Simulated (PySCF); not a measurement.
# PO (SMILES O=[P]) at UPBE0/cc-pVTZ

What is the vertical doublet–quartet gap of PO at UPBE0/cc-pVTZ? 

Program for the calculation: PySCF 2.14.0.

4 further runs of the same task are left out: 4 set aside as unsound or not needed.

## Step 1: Starting point

The species is PO (2 atoms), meant as a doublet with charge 0. As SMILES, `O=[P]`. Geometry: relaxed at PBE0-D4/def2-TZVP.

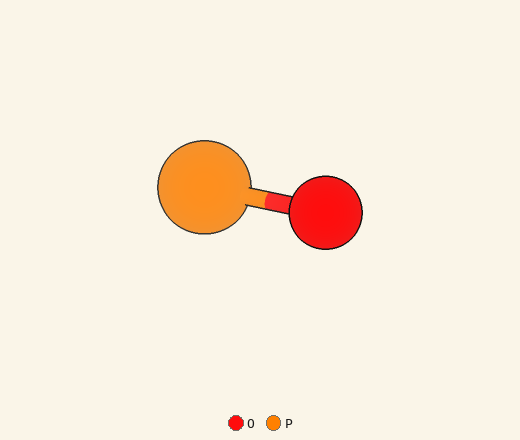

The structure, seen from a chosen angle (oxygen red, phosphorus orange).

## Step 2: A single-point energy at UPBE0/cc-pVTZ

File mol.xyz:

```xyz
2
OP
O      0.000000     0.000000    -0.009450
P      0.000000     0.000000     1.464540
```

File calc.py:

```python
from pyscf import gto, dft

mol = gto.Mole()
mol.atom = 'mol.xyz'
mol.max_memory = 1860
mol.verbose = 3
mol.basis = 'cc-pvtz'
mol.spin = 1
mol.build()

calc0 = dft.UKS(mol)
calc0.xc = 'pbe0'
calc0.grids.level = 5
calc0.conv_tol = 1e-10
calc0.kernel()
if not calc0.converged:
    calc0 = calc0.newton().run(calc0.mo_coeff, calc0.mo_occ)

etot = calc0.e_tot
print(f'total energy: {etot:.8f} hartree')
```

The run is started by

```console
$ OMP_NUM_THREADS=1 python calc.py
```

The log of the run:

```text
WARN: HOMO -0.152140687565949 >= LUMO -0.152140687565946

converged SCF energy = -416.370257162079  <S^2> = 0.75563235  2S+1 = 2.0056244
total energy: -416.37025716 hartree
```

It took 7.2 s on 1 thread of Arm Neoverse V2, shared host; peak memory 0.31 GiB.

## Step 3: The quartet at the same level

mol.xyz is that of step 2.

File input.py:

```python
from pyscf import gto, dft

mol = gto.Mole()
mol.atom = 'mol.xyz'
mol.charge = 0
mol.verbose = 3
mol.basis = 'cc-pvtz'
mol.max_memory = 1860
mol.spin = 3
mol.build()

mf = dft.UKS(mol)
mf.xc = 'pbe0'
mf.grids.level = 5
mf.conv_tol = 1e-10
mf.kernel()
if not mf.converged:
    mf = mf.newton().run(mf.mo_coeff, mf.mo_occ)

e_tot = mf.e_tot
print('Final energy', e_tot)
```

The run is started by

```console
$ OMP_NUM_THREADS=1 python input.py
```

The log of the run:

```text
WARN: HOMO -0.152140687565943 >= LUMO -0.412399246109965

WARN: HOMO -0.149642665873314 >= LUMO -0.20394037415546

WARN: HOMO -0.23647034872776 >= LUMO -0.288586190230728

WARN: HOMO -0.233823970864622 >= LUMO -0.268068806373011

WARN: HOMO -0.234507181419867 >= LUMO -0.26786312453534

WARN: HOMO -0.233721341459153 >= LUMO -0.266468348822738

WARN: HOMO -0.234028081827022 >= LUMO -0.266683914224792

WARN: HOMO -0.234012529847529 >= LUMO -0.266679887850511

WARN: HOMO -0.234010799224752 >= LUMO -0.266691450970075

WARN: HOMO -0.234013840928797 >= LUMO -0.266694561441492

WARN: HOMO -0.234013891677838 >= LUMO -0.266693484326936

WARN: HOMO -0.234014545601925 >= LUMO -0.266693682253985

converged SCF energy = -416.219764636581  <S^2> = 3.760443  2S+1 = 4.0052181
Final energy -416.2197646365812
```

Wall time 6.3 s (1 thread of Arm Neoverse V2, shared host); peak memory 0.31 GiB.

## Step 4: What came out

At UPBE0/cc-pVTZ:

| quantity | value |
| --- | --- |
| doublet: total energy | -416.37026 Eh |
| doublet: dipole moment | 1.98 D |
| doublet: HOMO energy (highest over α and β) | -5.75 eV |
| doublet: LUMO energy (lowest over α and β) | -3.26 eV |
| doublet: ⟨S²⟩ | 0.756 |
| quartet: total energy | -416.21976 Eh |
| quartet: dipole moment | 1.59 D |
| quartet: HOMO energy (highest over α and β) | -6.37 eV |
| quartet: ⟨S²⟩ | 3.760 |
| vertical energy of the quartet above the doublet | 4.095 eV |

**Reading.** At this shape the quartet lies 4.10 eV (94 kcal/mol) above the doublet.
